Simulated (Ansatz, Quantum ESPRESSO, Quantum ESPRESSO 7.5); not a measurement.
# 1T-PtS2, layer by layer

What does each added layer of 1T-PtS2 bring in screening, and what does it do to the gap?

Calculated with Quantum ESPRESSO 7.5; plane-wave DFT, PBE, GBRV ultrasoft pseudopotentials (geometry by Ansatz 0.2.0 with PAW datasets; geometry under PBE and PBE-D3(BJ)).

## Step 1: Starting point

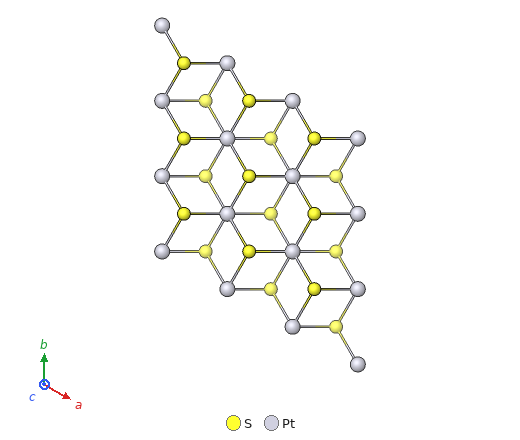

The starting structure, seen from above (sulfur yellow, platinum light grey). 3×3×1 cells are drawn. Some periodic images of atoms are drawn too.

The cell holds 3 atoms: 2 S and 1 Pt. Cell: a = 3.570 Å, b = 3.570 Å, c = 19.014 Å, α = 90.0°, β = 90.0°, γ = 120.0°. It derives from PtS2. Vacuum lies along c.

## Step 2: Relaxation with Ansatz, 1 layer

The geometry comes first, from a plane-wave PAW code, so that the later runs on this slab share one structure.

input.yaml reads:

```yaml
crystal:
  lattice:
    - [3.57, 0.0, 0.0]
    - [-1.785, 3.0917106915, 0.0]
    - [0.0, 0.0, 19.0140863934]
  atoms:
    - { symbol: S, position: [0.6666666667, 0.3333333333, 0.4470369927] }
    - { symbol: Pt, position: [0.0, 0.0, 0.5] }
    - { symbol: S, position: [0.3333333333, 0.6666666667, 0.5529630073] }
kpoints:
  mp_grid: { grid: [12, 12, 1] }
hamiltonian:
  xc: pbe
scf:
  occupations: { method: fermi_dirac, width: 0.05 }
  convergence: { dr2_threshold: 1.0e-08 }
efield:
  axis: 3
  dipole_correction: true
  ramp_position: 0.97
  ramp_width: 0.04
relax:
  f_tol: 0.01
  cell: { fix: [c, alpha, beta] }
output:
  write_potential: true
  write_density: true
  volumetric_format: npy
```

Launch:

```sh
ansatz run input.yaml --threads 4 --pin off --max-ram 8192MiB --backend cpu --events-out ev --progress --plain --runs-dir out
```

Numbers of over 12 decimals in the logs are rounded to 6 here.

Output:

```text
Warning: relax.cell: scf.convergence.dr2_threshold = 1e-8 eV is looser than the 3e-10 eV advised for a relaxation that steers and ends on the stress (1e-10 eV for each atom of the cell: 3). What an SCF threshold leaves in a stress goes as its square root, and in the free energy as the threshold itself, and one threshold admits the most on a small cell: [figures from the program's tests cut] Set scf.convergence.dr2_threshold to 3e-10 eV or tighter. The threshold is an SCF's pass mark: one that does not reach it within its budget of iterations ends unconverged, or closes short of it on a stop that the run arms, and scf.convergence.dr2_threshold's page says what that costs each kind of run
Engine: ansatz 0.2.0, x86_64-unknown-linux-gnu
Pseudopotentials: kind: paw
Pseudopotential: S, paw, valence charge 6, recommended cutoff 420 eV (normal), S.paw.azcp
Pseudopotential: Pt, paw, valence charge 18, recommended cutoff 420 eV (normal), Pt.paw.azcp
Functional definition: PBE
  parameter kappa = 0.804
  parameter beta = 0.066725
  exchange = pbe_x(kappa = kappa, mu = beta*pi^2/3)
  correlation = pbe_c(beta = beta)
Crystal: 3 atoms, lattice volume = 209.866 Å³
Basis set: ecut = 420 eV, 4041 PW (Γ), exchange–correlation on 48×48×256 points (8 copies of the dense FFT grid, shifted against one another)
Bands: 19, of which v1, the nominal top of the filled ones, is band 15 counted from 1 (14 counted from 0)
Symmetry: 6 space group operations
k-points: 19 of 144 (time reversal used)
Non-local potential: S, projectors of the file, l = 0: 2, l = 1: 2, l = 2: 2
Non-local potential: Pt, projectors of the file, l = 0: 3, l = 1: 2, l = 2: 2, l = 3: 1
PAW form: soft (Blöchl's): semilocal exchange-correlation on the pseudo side does not see the compensation charge
PAW one-centre angular grid: S, 110 points (default); XC on 64 Gauss nodes
PAW one-centre angular grid: Pt, 590 points (default); XC on 64 Gauss nodes
Initial density: superposition of atomic densities (neutral atoms: chi_scale 0, normalization atom), corrected by the library's trained network
Initial wavefunctions: pseudopotential atomic-orbital guess
Functional: x = pbe(κ = 0.804, μ = 0.219515), c = pbe(β = 0.066725)
SCF iter   1: F=—  HF=-14327.577341 eV  |F-HF|=—  |Δ(HF+E_count)|=         —  Δρ=2.48e-3  dr2=2.50e-2  ethr=1.77e-3  p=-0.000 e·Å  D=-3.98e-5 V/Å  ΔV_dip=0.00 eV  dr2_dipole=1.29e-8  V_vac-E_F(+/−)=5.43/5.43 eV  ⟨swp⟩=8.7  Hψ=2378  notcnv=0
efield: sawtooth ramp at fractional position 0.9700 (set: `efield.ramp_position`, or a place that a band, a saddle search or an elastic batch's reference lends), width 0.0400; the density the first Hamiltonian is built on has a dipole p = -0.000 e·Å; the dipole correction subtracts the counter field D = -3.98e-5 V/Å, which shifts the + side's vacuum level by +0.00 eV against the − side's; the planar-averaged density in the ramp window peaks in size at 6.6e-6 e/Å³
preconditioner: auto → none  [insulator: Δε(μ)=1.451 eV  Ē_g=10.133 eV  σ=0.050 eV  W_gap=1.00  n_scr=10 (ndim 8)  ℏωp=12.0 eV  f_vac=0.711  D(μ)=0.00/eV (n_scr^D=0)  ε∞_Penn≈2.4]
SCF iter   2: F=—  HF=-14327.570783 eV  |F-HF|=—  |Δ(HF+E_count)|=   6.56e-3  Δρ=1.65e-3  dr2=9.18e-3  ethr=8.35e-5  p=-0.000 e·Å  D=-1.14e-4 V/Å  ΔV_dip=0.00 eV  dr2_dipole=3.61e-7  V_vac-E_F(+/−)=5.16/5.16 eV  ⟨swp⟩=3.1  Hψ=842  notcnv=0
SCF iter   3: F=—  HF=-14327.569525 eV  |F-HF|=—  |Δ(HF+E_count)|=   1.26e-3  Δρ=8.55e-4  dr2=1.85e-3  ethr=3.06e-5  p=0.000 e·Å  D=1.31e-4 V/Å  ΔV_dip=-0.00 eV  dr2_dipole=7.56e-7  V_vac-E_F(+/−)=5.22/5.22 eV  ⟨swp⟩=2.1  Hψ=577  notcnv=0
SCF iter   4: F=—  HF=-14327.569390 eV  |F-HF|=—  |Δ(HF+E_count)|=   1.35e-4  Δρ=3.46e-4  dr2=1.32e-4  ethr=6.16e-6  p=-0.000 e·Å  D=-2.14e-4 V/Å  ΔV_dip=0.00 eV  dr2_dipole=1.66e-6  V_vac-E_F(+/−)=5.20/5.19 eV  ⟨swp⟩=2.3  Hψ=542  notcnv=0
SCF iter   5: F=—  HF=-14327.569526 eV  |F-HF|=—  |Δ(HF+E_count)|=   1.37e-4  Δρ=1.53e-4  dr2=2.31e-4  ethr=4.39e-7  p=0.001 e·Å  D=1.07e-3 V/Å  ΔV_dip=-0.02 eV  dr2_dipole=4.44e-5  V_vac-E_F(+/−)=5.17/5.19 eV  ⟨swp⟩=2.2  Hψ=585  notcnv=0
SCF iter   6: F=—  HF=-14327.569503 eV  |F-HF|=—  |Δ(HF+E_count)|=   2.35e-5  Δρ=4.51e-5  dr2=2.04e-6  ethr=4.39e-7  p=0.000 e·Å  D=2.42e-5 V/Å  ΔV_dip=-0.00 eV  dr2_dipole=3.49e-8  V_vac-E_F(+/−)=5.17/5.17 eV  ⟨swp⟩=2.1  Hψ=471  notcnv=0
SCF iter   7: F=—  HF=-14327.569489 eV  |F-HF|=—  |Δ(HF+E_count)|=   1.38e-5  Δρ=1.27e-5  dr2=1.23e-7  ethr=6.80e-9  p=0.000 e·Å  D=9.20e-6 V/Å  ΔV_dip=-0.00 eV  dr2_dipole=9.65e-10  V_vac-E_F(+/−)=5.17/5.17 eV  ⟨swp⟩=2.6  Hψ=658  notcnv=0
SCF iter   8: F=-14327.569489 eV  HF=-14327.569489 eV  |F-HF|=1.29e-8  |Δ(HF+E_count)|=   4.81e-7  Δρ=2.52e-6  dr2=7.71e-9  ethr=3.33e-11  p=-0.000 e·Å  D=-1.25e-6 V/Å  ΔV_dip=0.00 eV  dr2_dipole=6.00e-11  V_vac-E_F(+/−)=5.17/5.17 eV  ⟨swp⟩=8.6  Hψ=2907  notcnv=0
SCF 1 converged in 8 iterations: F = -14327.569489 eV  dr2 = 7.71e-9
  greatest PAW one-centre occupation: 1.000 electrons in one spin orbital (limit 2), on the Pt atom at site 1 (counted from 0), in its partial waves of l = 0
relax step   1: F+E_penalty+E_count = -14327.56948938 eV  Δ(F+E_penalty+E_count) = +0.000e0 eV  max|allowed force component| = 3.141e0 eV/Å  Δτ_max = 0.0000 Å  P = +5.509 GPa  Ω = 209.866 Å³  fix = [c, alpha, beta]  reactions: c +4.831 GPa  (8 SCF iters, accepted)
Crystal: 3 atoms, lattice volume = 212.229 Å³
Basis set: ecut = 420 eV, 4053 PW (Γ), exchange–correlation on 48×48×256 points (8 copies of the dense FFT grid, shifted against one another)
Initial density: handed on by an earlier stage of this run
Initial wavefunctions: those handed on with the density
iter 1 solved again at ethr=2.89e-4 eV; its pass at ethr=3.10e-3 eV (dr2=8.66e-2 eV) is discarded
SCF iter   1: F=—  HF=-14328.267789 eV  |F-HF|=—  |Δ(HF+E_count)|=         —  Δρ=8.83e-3  dr2=9.57e-2  ethr=2.89e-4  p=-0.000 e·Å  D=-1.30e-6 V/Å  ΔV_dip=0.00 eV  dr2_dipole=2.72e-11  V_vac-E_F(+/−)=5.47/5.47 eV  ⟨swp⟩=1.6  Hψ=2547  notcnv=0
efield: sawtooth ramp at fractional position 0.9700 (set: `efield.ramp_position`, or a place that a band, a saddle search or an elastic batch's reference lends), width 0.0400; the density the first Hamiltonian is built on has a dipole p = -0.000 e·Å; the dipole correction subtracts the counter field D = -1.30e-6 V/Å, which shifts the + side's vacuum level by +0.00 eV against the − side's; the planar-averaged density in the ramp window peaks in size at 1.1e-6 e/Å³
[...]
SCF iter   4: F=—  HF=-14328.252945 eV  |F-HF|=—  |Δ(HF+E_count)|=   1.01e-4  Δρ=6.43e-5  dr2=8.48e-6  ethr=1.10e-6  p=0.000 e·Å  D=2.57e-6 V/Å  ΔV_dip=-0.00 eV  dr2_dipole=1.03e-9  V_vac-E_F(+/−)=5.45/5.45 eV  ⟨swp⟩=2.1  Hψ=506  notcnv=0
SCF iter   5: F=—  HF=-14328.252876 eV  |F-HF|=—  |Δ(HF+E_count)|=   6.97e-5  Δρ=2.36e-5  dr2=5.63e-7  ethr=2.83e-8  p=-0.000 e·Å  D=-1.49e-5 V/Å  ΔV_dip=0.00 eV  dr2_dipole=1.39e-8  V_vac-E_F(+/−)=5.45/5.45 eV  ⟨swp⟩=2.1  Hψ=523  notcnv=0
SCF iter   6: F=—  HF=-14328.252876 eV  |F-HF|=—  |Δ(HF+E_count)|=   5.89e-7  Δρ=1.82e-5  dr2=5.51e-6  ethr=1.88e-9  p=0.000 e·Å  D=1.27e-4 V/Å  ΔV_dip=-0.00 eV  dr2_dipole=1.22e-6  V_vac-E_F(+/−)=5.45/5.45 eV  ⟨swp⟩=2.4  Hψ=611  notcnv=0
SCF iter   7: F=-14328.252876 eV  HF=-14328.252876 eV  |F-HF|=3.86e-10  |Δ(HF+E_count)|=   5.73e-7  Δρ=1.71e-6  dr2=3.69e-9  ethr=3.33e-11  p=-0.000 e·Å  D=-2.24e-6 V/Å  ΔV_dip=0.00 eV  dr2_dipole=7.24e-11  V_vac-E_F(+/−)=5.45/5.45 eV  ⟨swp⟩=9.1  Hψ=2913  notcnv=0
SCF 3 converged in 7 iterations: F = -14328.252876 eV  dr2 = 3.69e-9
relax step   3: F+E_penalty+E_count = -14328.25287577 eV  Δ(F+E_penalty+E_count) = -4.320e-3 eV  max|allowed force component| = 1.374e-3 eV/Å  Δτ_max = 0.0243 Å  P = +0.011 GPa  Ω = 210.361 Å³  energy of the carried Pulay correction = -2.935e-5 eV  fix = [c, alpha, beta]  reactions: c -0.000 GPa  (7 SCF iters, accepted)
Initial wavefunctions: pseudopotential atomic-orbital guess (no wavefunctions were taken with the density)
iter 1 solved again at ethr=1.85e-6 eV; its pass at ethr=3.10e-3 eV (dr2=5.54e-4 eV) is discarded
SCF iter   1: F=—  HF=-14328.252928 eV  |F-HF|=—  |Δ(HF+E_count)|=         —  Δρ=8.00e-6  dr2=1.84e-8  ethr=1.85e-6  p=-0.000 e·Å  D=-2.24e-6 V/Å  ΔV_dip=0.00 eV  dr2_dipole=7.24e-11  V_vac-E_F(+/−)=5.45/5.45 eV  ⟨swp⟩=3.1  Hψ=3268  notcnv=0
efield: sawtooth ramp at fractional position 0.9700 (set: `efield.ramp_position`, or a place that a band, a saddle search or an elastic batch's reference lends), width 0.0400; the density the first Hamiltonian is built on has a dipole p = -0.000 e·Å; the dipole correction subtracts the counter field D = -2.24e-6 V/Å, which shifts the + side's vacuum level by +0.00 eV against the − side's; the planar-averaged density in the ramp window peaks in size at 1.1e-6 e/Å³
eigensolver tolerance schedule: the retry pair's looser diagonalisation over-reported the residual by 30042.36 of it (diagonalisation noise at an unbounded share of the residual, at the tolerance the schedule requests for it); recorded, not acted on — ethr = c·dr2/N_el stays at c = 1.0e-1
preconditioner: auto → none  [insulator: Δε(μ)=1.771 eV  Ē_g=9.237 eV  σ=0.050 eV  W_gap=1.00  n_scr=10 (ndim 8)  ℏωp=12.0 eV  f_vac=0.690  D(μ)=0.00/eV (n_scr^D=0)  ε∞_Penn≈2.7]
SCF iter   2: F=—  HF=-14328.252888 eV  |F-HF|=—  |Δ(HF+E_count)|=   4.03e-5  Δρ=4.37e-6  dr2=2.54e-8  ethr=6.15e-11  p=0.000 e·Å  D=3.34e-6 V/Å  ΔV_dip=-0.00 eV  dr2_dipole=1.37e-9  V_vac-E_F(+/−)=5.45/5.45 eV  ⟨swp⟩=4.0  Hψ=1103  notcnv=0
SCF iter   3: F=—  HF=-14328.252894 eV  |F-HF|=—  |Δ(HF+E_count)|=   5.80e-6  Δρ=3.06e-6  dr2=2.78e-8  ethr=6.15e-11  p=-0.000 e·Å  D=-9.65e-6 V/Å  ΔV_dip=0.00 eV  dr2_dipole=5.47e-9  V_vac-E_F(+/−)=5.45/5.45 eV  ⟨swp⟩=2.3  Hψ=549  notcnv=0
SCF iter   4: F=—  HF=-14328.252897 eV  |F-HF|=—  |Δ(HF+E_count)|=   3.38e-6  Δρ=2.30e-6  dr2=1.23e-8  ethr=6.15e-11  p=0.000 e·Å  D=4.61e-6 V/Å  ΔV_dip=-0.00 eV  dr2_dipole=2.48e-9  V_vac-E_F(+/−)=5.45/5.45 eV  ⟨swp⟩=2.3  Hψ=481  notcnv=0
SCF iter   5: F=-14328.252904 eV  HF=-14328.252901 eV  |F-HF|=3.81e-6  |Δ(HF+E_count)|=   3.35e-6  Δρ=1.43e-6  dr2=2.22e-9  ethr=3.33e-11  p=0.000 e·Å  D=8.27e-7 V/Å  ΔV_dip=-0.00 eV  dr2_dipole=2.98e-10  V_vac-E_F(+/−)=5.45/5.45 eV  ⟨swp⟩=10.1  Hψ=2641  notcnv=0
SCF 4 converged in 5 iterations: F = -14328.252904 eV  dr2 = 2.22e-9
relax step   4: F+E_penalty+E_count = -14328.25290443 eV  Δ(F+E_penalty+E_count) = -2.866e-5 eV  max|allowed force component| = 1.373e-3 eV/Å  Δτ_max = 0.0000 Å  P = +0.009 GPa  Ω = 210.361 Å³  fix = [c, alpha, beta]  reactions: c -0.003 GPa  stress off target by 1.50e-2 GPa on what of the cell is left free  SCF on the basis re-selected at this cell (its energy is not comparable with the rows above)  (5 SCF iters)
basis re-selected at this cell: Δ(F+E_penalty+E_count) = -2.866e-5 eV, ΔP = -0.002 GPa vs the last step (what re-selecting the basis moved, of the pressure what is left beyond the Pulay correction that the steps carried, after the strain that the cell walked since its last selection, with what the two solves' SCF thresholds leave and, on support functions, any second-order correction that the steps lacked; it is no m [...]
WARN: The input density's exchange-correlation potential varies sharply where the density is thin. Do not read a vacuum level from v_tot or v_xc, or from such a field of the output density. On a cell that repeats whose density bears no net charge and no dipole along the vacuum's axis use v_es (v_loc + v_h of the components); under efield.dipole_correction with no amplitude use v_es + v_field, which holds any external [...]
SCF converged after 5 iterations
Free energy (F): -14328.252904 eV
Harris-Foulkes:  -14328.252901 eV  (|F-HF|=3.81e-6)
Internal energy: -14328.252904 eV  (E = F + TS)
E sigma→0 (E₀):  -14328.252904 eV
Fermi energy:    -1.160271 eV
Dipole field:    D = -0.000022 V/Å  (p = -0.000025 e·Å, saw-weighted, corrected)
Work function:   Φ+ = 5.4504 eV   Φ− = 5.4500 eV
Levels:          The Fermi level and band energies are counted from a zero that moves with the ramp; work functions are not
--- Per-component energies (eV) ---
  E_band       = -678.164170
  E_kinetic    = 848.618108
  E_local      = -18541.417082  (includes V_loc(G=0)·N_el)
  E_nonlocal   = 255.093544
  E_hartree    = 8766.869282
  E_xc         = -455.218667
  E_vxc        = -476.657282  (∫ρ·V_xc dr)
  E_paw        = -10653.784077  (= ΣΔE_a)
  E_vpaw       = -297.543115  (= ΣTr[D̂ρ^β])
  E_aug_tail   = 0.000191  (compensation charges beyond the density's cutoff)
  E_efield     = 0.000000  (sawtooth field / dipole correction)
  E_vefield    = 0.000124  (∫n·V_field dr)
  E_ewald      = 5451.585797
  E_smearing   = -0.000000  (= −TS)
  E_closure    = 0.000000  (closes the sum)
  Σ components = -14328.252904   (vs F -14328.252904, Δ=0.00e0)
--- Forces (eV/Å), atoms counted from 1 ---
  atom   1  S      0.00000000    -0.00000000     0.00137201
  atom   2  Pt     0.00000000    -0.00000000    -0.00000173
  atom   3  S     -0.00000000     0.00000000    -0.00137435
  max |Σ_I F_I| component: 4.06e-6 eV/Å
--- Stress (GPa, compression-positive) ---
        0.015043       0.000000       0.000000
       -0.000000       0.015043       0.000000
        0.000000       0.000000      -0.002565
  P = ⅓ Tr σ = 0.0092 GPa (0.092 kbar)
--- Band table (eV; the first three rows and the last of 19) ---
  k-point 0: bands = [... 11 lower, -2.8447, -2.7263, -2.3506, -2.3506, 1.1283, 1.1283, 3.3292, 3.7391]
  k-point 1: bands = [... 11 lower, -3.2509, -2.5935, -2.3089, -2.1608, 0.7101, 1.0130, 3.5361, 3.9272]
  k-point 2: bands = [... 11 lower, -3.7787, -2.3243, -2.2898, -2.0962, -0.0266, 0.7977, 4.0212, 4.2764]
  k-point 18: bands = [... 11 lower, -4.5167, -4.2923, -2.7814, -2.7814, 0.0819, 0.0819, 4.7905, 6.9009]
--- Relaxed structure (3 steps of the walk, 3 accepted, 1 SCFs on fresh bases) ---
  F+E_penalty+E_count = -14328.25290443 eV   max|allowed force component| = 1.373e-3 eV/Å   (the final SCF, on the basis selected at the relaxed cell)
  cell:  # Å, volume = 210.3607 Å³
    - [3.574203, 0.0, 0]
    - [-1.787101, 3.095351, 0]
    - [0, 0, 19.0140863934]
  atoms:
    - { symbol: S, position: [0.666667, 0.333333, 0.435363] }
    - { symbol: Pt, position: [0, 0, 0.500000] }
    - { symbol: S, position: [0.333333, 0.666667, 0.564637] }
```

Wall time 3.8 s (4 threads of Intel Xeon 6975P-C (Granite Rapids), shared host); peak memory 0.62 GiB; 14 s of CPU time.

Step by step:

```
step  energy less that of the first step (eV)  largest force component (eV/Å)  pressure (GPa)  volume (Å³)
   1                                   0.0000                          3.1410            5.51       209.87
   2                                  -0.6791                          0.1910            0.15       212.23
   3                                  -0.6834                          0.0014            0.01       210.36
  4*                                  -0.6834                          0.0014            0.01       210.36
```

Relaxation steps marked * repeat the geometry before them on a plane-wave basis chosen anew for their cell, so energy and pressure can jump there.

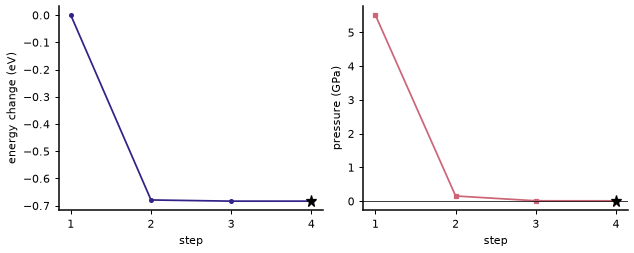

Energy and pressure along the relaxation. Stars mark steps on a basis chosen anew.

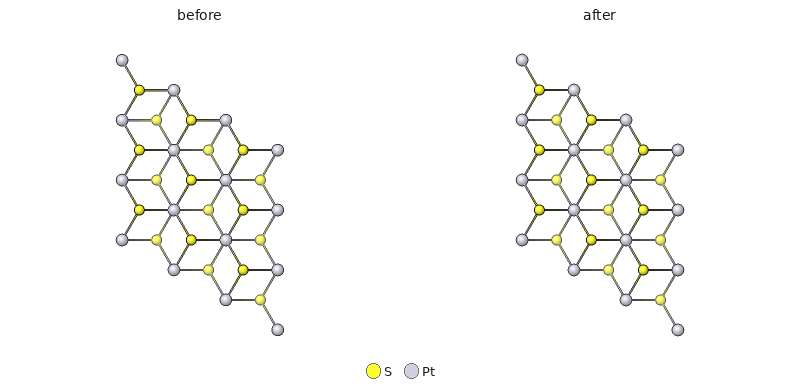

The structure before and after the relaxation, drawn at the same scale.

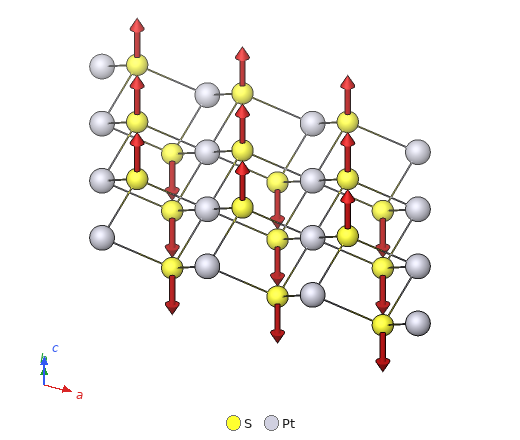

Displacements in the relaxation, exaggerated, measured against the changing cell; the longest in the cell stands for 0.22 Å. 3×3×1 cells are drawn. Some periodic images of atoms are drawn too.

```csv
cell as run,before,after,change
a (Å),3.570,3.574,+0.1 %
b (Å),3.570,3.574,+0.1 %
```

The atoms that moved most (Å, along periodic axes as changes of fractional coordinates times the final cell, across vacuum about the mean position):

```csv
atom,dx,dy,dz,length
S3,0.000,0.000,0.222,0.222
S1,0.000,0.000,-0.222,0.222
```

Final coordinates:

```xyz
3
Lattice="3.5742 0.0000 0.0000 -1.7871 3.0954 0.0000 0.0000 0.0000 19.0141" Properties=species:S:1:pos:R:3
S     1.7871    1.0318    8.2780
Pt    0.0000    0.0000    9.5070
S     0.0000    2.0636   10.7361
```

Read from the output:

| Property | Result |
| --- | --- |
| free energy | -14328.2529 eV |
| Fermi energy | -1.160 eV |
| gap by band count | 1.771 eV |
| symmetry operations | 6 |
| dipole along the normal | -2.53e-5 e·Å |
| vacuum level at the upper face over a Fermi level inside the gap | 5.450 eV |
| vacuum level at the lower face over a Fermi level inside the gap | 5.450 eV |

[end of part 1 of 8]

[Logs are printed without paths, hosts, clocks, repeated set-up lines and the standing remarks that a program may print on its own settings, such as how far it seeks lower states.]

[Hosts, paths, dates, database ids (printed as entryN), source tags and the programs' standing remarks are cut or masked in the printed files.]

[Maps of the electrostatic potential energy from Ansatz leave out the sawtooth potential of an applied field or a dipole correction, so their vacuum need not be flat; planar profiles and work functions include it.]
